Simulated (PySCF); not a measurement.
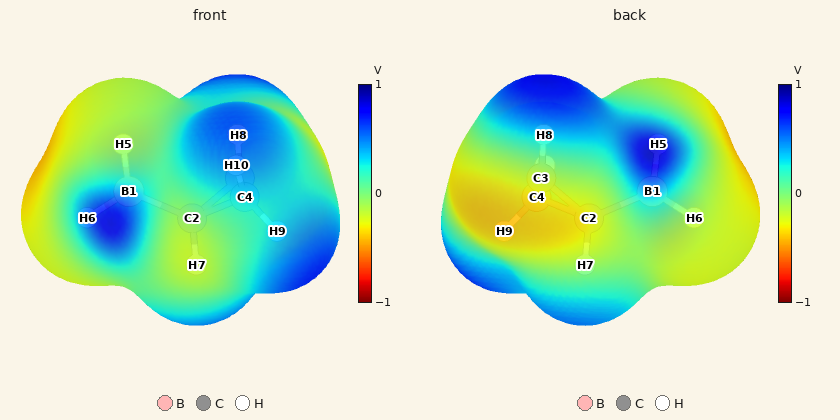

The picture shows: C$_{3}$H$_{6}$B (SMILES B[C@H]1[CH]C1) (doublet). The electrostatic potential painted on the density surface at 0.001 e/bohr³, seen from the front and from behind; red is negative and blue positive.

Geometry: GFN2-xTB.

These are results of UKS B3LYP, pcH-1 on B C H, non-relativistic, mean-field spin-orbit, GIAO (PySCF), not measurements.

```yaml
atoms:
  - { symbol: B, position_ang: [1.3261, -0.7139, 0.1258] }
  - { symbol: C, position_ang: [-0.0132, -0.3076, -0.5166] }
  - { symbol: C, position_ang: [-1.1909, -0.2427, 0.3730] }
  - { symbol: C, position_ang: [-0.7222, 1.0182, -0.1512] }
  - { symbol: H, position_ang: [1.6346, -0.2393, 1.1500] }
  - { symbol: H, position_ang: [2.0169, -1.5026, -0.3916] }
  - { symbol: H, position_ang: [-0.2203, -0.6374, -1.5310] }
  - { symbol: H, position_ang: [-1.3308, -0.5900, 1.3745] }
  - { symbol: H, position_ang: [-1.2664, 1.4911, -0.9572] }
  - { symbol: H, position_ang: [-0.2249, 1.7289, 0.5017] }
```

Describe the electrostatic potential map.

Answer. The most negative region (about −0.4 V) lies over C3 and H6, the most positive (about +0.8 V) over B1 and H8.
